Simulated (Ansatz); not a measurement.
Single-point calculation of PH$_{3}$

PH$_{3}$, computed with RKS PBE-D4/def2-TZVPPD (Ansatz 0.2.0).

The input adds 6 ghost centres (basis functions without nuclei or electrons, not drawn) at the places of a partner molecule, so the energy is that in the basis of the pair. The geometry: rigid move from PBE0-D4/def2-TZVP.

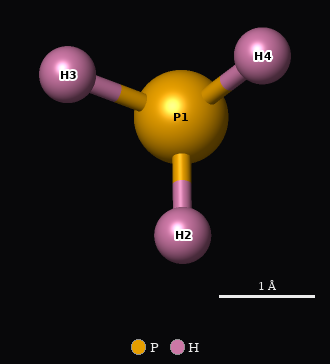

Fig. 1: The structure (ball-and-stick view, seen at a tilt; atoms are numbered from 1 in the order of the input). Bond lengths as drawn: H–P 1.42 Å.

Summary:

| quantity | value |
| --- | --- |
| outcome | converged |
| total energy | −9333.0965 eV |
| mean-field energy | −9333.0671 eV |
| dispersion energy | −0.0294 eV |
| SCF solution under orbital rotations | stable |
| hardware | 4 threads of Intel Xeon @ 2.50GHz, 31 GiB of memory available, shared host |
| wall time | 1.3 s (CPU time 4.3 s) |
| peak memory | 0.48 GiB |

The input:
```yaml
crystal:
  periodic: [false, false, false]
  atoms:
    - {symbol: P, position_ang: [0.205802, -0.004516, 2.318600]}
    - {symbol: H, position_ang: [-0.881556, 0.765306, 2.798851]}
    - {symbol: H, position_ang: [1.197386, 0.803850, 2.925520]}
    - {symbol: H, position_ang: [0.157622, -0.945156, 3.375976]}
basis:
  gaussian:
    orbitals: "def2-TZVPPD.json"
    ghost_atoms:
      - {symbol: Si, position_ang: [-0.212066, 0.056493, -2.160124]}
      - {symbol: O, position_ang: [0.392764, -1.023143, -1.082206]}
      - {symbol: H, position_ang: [0.508790, 1.360542, -2.111136]}
      - {symbol: H, position_ang: [-0.044335, -0.547649, -3.503073]}
      - {symbol: H, position_ang: [-1.656735, 0.336757, -1.921706]}
      - {symbol: H, position_ang: [0.361725, -0.775859, -0.148255]}
hamiltonian: {xc: pbe, dispersion: d4}
```

Launched with:
```bash
ansatz run in.yaml --threads 4 --pin off --events-out ev --progress --plain --max-ram 9574MiB
```

What the program printed:
```
Functional definition: PBE
  name "PBE"
  cite "Perdew, Burke & Ernzerhof, Phys. Rev. Lett. 77, 3865 (1996) doi:10.1103/PhysRevLett.77.3865"
  parent pbe
  parameter kappa = 0.804
  parameter beta = 0.06672455060314922
  exchange = pbe_x(kappa = kappa, mu = beta*pi^2/3)
  correlation = pbe_c(beta = beta)
1185 factors; their error is unknown
mean field evaluation 1: about -9332.1566 eV, gradient 1.6e1 eV
mean field evaluation 2: about -9332.4362 eV, gradient 1.5e1 eV
mean field evaluation 4: about -9333.0847 eV, gradient 6.3e-1 eV
mean field evaluation 8: about -9333.0671 eV, gradient 6.0e-3 eV
mean field -9333.06705057 eV, -342.9838879284 hartree, gradient 2.2e-5 eV, S^2 0.000000; 0 other end points of the search recorded, 0 dependent functions left out
reference -9333.06709330 eV, -342.9838894986 hartree; 9, 9 occupied and 246, 246 virtual orbitals, 1185 factors
Total energy: -9333.09646536 eV, -342.9849689020 hartree
```
